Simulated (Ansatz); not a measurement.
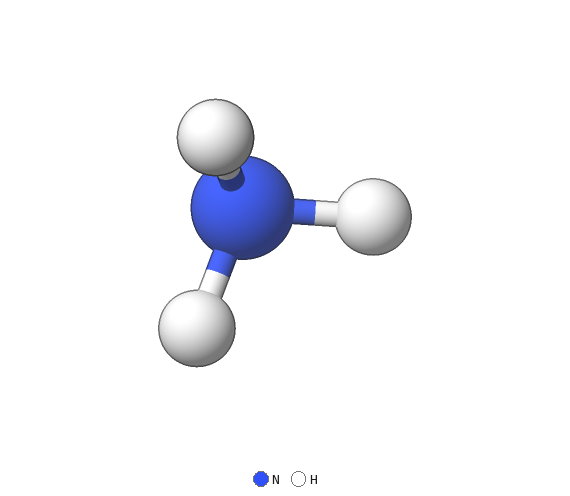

Rendered structure (ball-and-stick style).

The computed structure is the end point of a PBE0-D4/def2-TZVP optimisation.

**Give the formula.**

NH₃, 4 atoms: 1 nitrogen and 3 hydrogen.

**Which point group does it belong to?**

C3v.

**Count the bonded pairs by element.**

3 N–H. Sticks follow a distance rule.

**How many sets of symmetry-equivalent atoms are there?**

2: 1 N, 3 H.

More results for the same structure follow; atom numbers are the same in all pictures, views and colours differ.

Electronic properties

Method: RKS PBE0-D4/def2-TZVPP (Ansatz 0.2.0).

**Give the HOMO energy (Kohn–Sham orbital) at this level.**

−7.58 eV.

**What is the HOMO–LUMO gap?**

8.62 eV.

Thermal motion

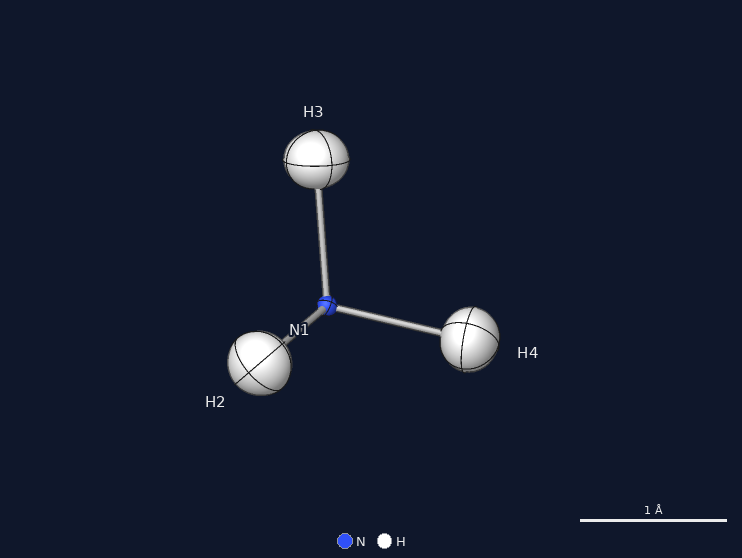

Displacement ellipsoids at the 50 % level, enlarged 2 times, from the internal vibrations of the free molecule (harmonic, no overall translation or rotation; no half-axis is drawn under 0.075 Å). Vibrations computed with RKS PBE0-D4/def2-TZVP (Ansatz 0.2.0). Temperature: 400 K.

**Which atom has the largest mean-square displacement?**

H2, H3, H4, with U_eq = 0.0052 Å².

List U_eq and the three principal root-mean-square amplitudes for each kind of atom.

| atom | U_eq (Å²) | rms amplitudes (Å) |
| --- | --- | --- |
| N1 | 0.00011 | 0.008, 0.008, 0.014 |
| H2, H3, H4 | 0.0052 | 0.066, 0.074, 0.075 |

Vibrations

Harmonic vibrations computed with RKS PBE0-D4/def2-TZVP (Ansatz 0.2.0) at a stationary point of the same level.

**How many vibrational modes are there, and where do they lie?**

6 modes: 1031, 1670, 1670, 3502, 3631, 3631 cm⁻¹.

Charges

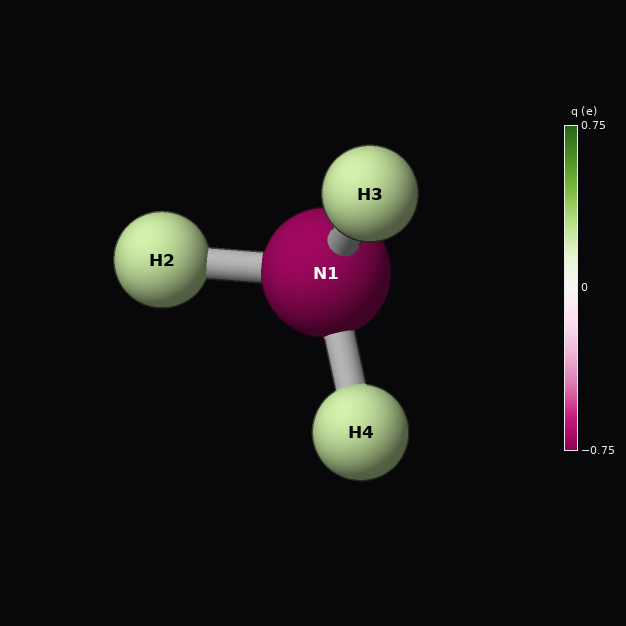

Atoms are coloured by their Mulliken charges. Properties computed with RKS PBE0-D4/def2-TZVP (Ansatz 0.2.0).

Give the Mulliken charges atom by atom.

```tsv
atom	value (e)
N1	−0.70
H2	0.23
H3	0.23
H4	0.23
```

Mulliken values depend strongly on the basis set and can even reverse the polarity of a bond.
